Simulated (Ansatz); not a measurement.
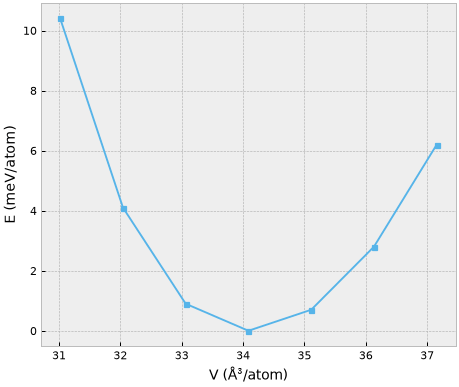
Sc (diamond, Fd-3m) under volume change, PBE (plane waves, PAW; program Ansatz), scaled uniformly.

**Question.** What does a third-order Birch–Murnaghan fit give for V₀, B₀ and B′?

**Answer.** V₀ = 34.09 Å³/atom, B₀ = 9.6 GPa, B′ = 7.0.

The start of the workflow was typed in or built on a structure type; neither database checked (COD, Materials Project) lists it. It is not the phase usual at ambient conditions (space group No. 194). The PBE relaxation kept the symmetry of its start; whether a distortion lowers the energy is not shown. The run is not spin-polarised.

Potentials: the later of the program's two PAW sets.
